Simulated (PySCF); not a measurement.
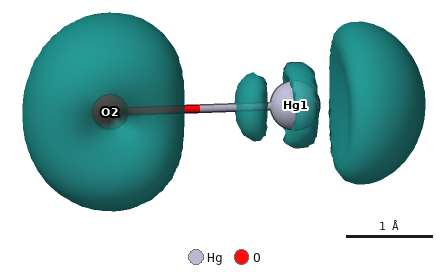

Figure. HgO (triplet). Isosurface of the spin density (α minus β) at +0.05 e/Å³ (teal), seen from one side.

Core potentials replace the inner electrons of Hg.

Level of theory: PySCF 2.14.0, PBE0/def2-TZVPP, non-relativistic Hamiltonian with scalar-relativistic core potentials where named, at a bond length of 2.197 Å.

### Which atoms carry the spin?

The unpaired spin (2 electrons) lies mostly on O2 (about 1.5) and Hg1 (about 0.5), in electrons by Hirshfeld's partition.
